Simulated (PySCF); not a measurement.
Vertical excitations of a molecule C2H7ClOSi2 from TDA-PBE/def2-SVPD run with PySCF, as energy in eV (oscillator strength): 5.52 (0.015), 5.70 (0.018), 6.07 (0.022), 6.17 (0.000), 6.35 (0.008), 6.39 (0.025), 6.51 (0.059), 6.62 (0.071), 6.82 (0.001), 6.89 (0.009). Lowest triplet (TDA): 4.06 eV. Geometry optimised at B3LYP-D3(BJ)/def2-SVP. One conformer was computed; it need not be the lowest.

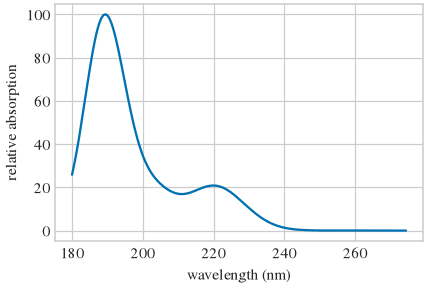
Figure. The lines broadened by 0.4 eV.

Task: Pick the molecule that these values belong to.
A. C=C([SiH3])O[SiH2]Cl
B. O=CC[SiH2][SiH2]Cl
C. O[Si]1(Cl)C[SiH2]C1
D. C=C[Si@](O)([SiH3])Cl

Result: A, C=C([SiH3])O[SiH2]Cl
